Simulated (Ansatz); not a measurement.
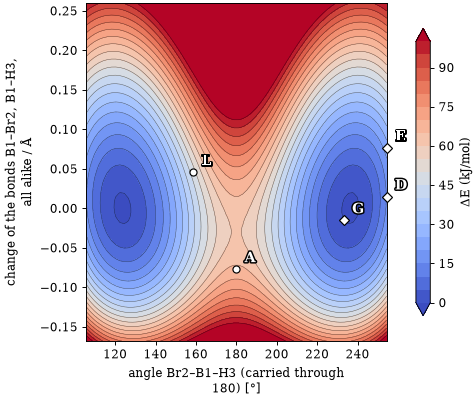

BBrH, SMILES [BH]Br, spin multiplicity 2. First axis: angle Br2–B1–H3 (carried through 180). Second axis: change of the bonds B1–Br2, B1–H3, all alike. Nothing is relaxed (all other coordinates rigid). The grid has 15 × 15 points; 120 points were computed and 105 follow by symmetry. Points are written as (first, second). All energies are given in kJ/mol relative to the lowest grid point. These are results of UKS PBE0-D4/def2-TZVP (Ansatz), not measurements.

Drawn: filled contours, one colour for all values above the top of the scale, lettered points. Between grid points the surface is interpolated.

> What kind of point is each of G, L: minimum, saddle, maximum or slope?

G: minimum; L: on a slope. (In these two coordinates alone; a stationary point may lie a little off the grid point.)

> Rank the lettered points by energy, lowest first.

G (0 kJ/mol), D (15 kJ/mol), E (23 kJ/mol), L (48 kJ/mol), A (66 kJ/mol).
